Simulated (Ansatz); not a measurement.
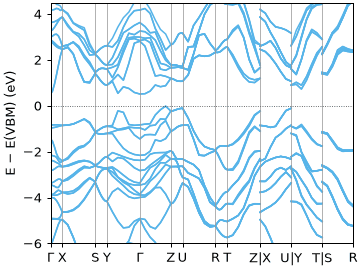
Fig. 1. Band structure from plane-wave PAW LDA with spin–orbit coupling (Ansatz code)

Q: Read off the gap and where the band edges lie.

A: About 0.5 eV (0.48 eV by a search for the band edges); maximum on the Γ–Z line, 86 % of the way from Γ, minimum on the Y–Γ line, 38 % of the way from Y.

The material is SnS in space group Pnma (No. 62; Sn on 4c, S on 4c).

The cell was relaxed with LDA under the symmetry of its start. A crystal of weakly bound layers computed without a dispersion correction: the cell and the soft elastic constants depend strongly on that.

Potentials: the later of the program's two PAW sets.
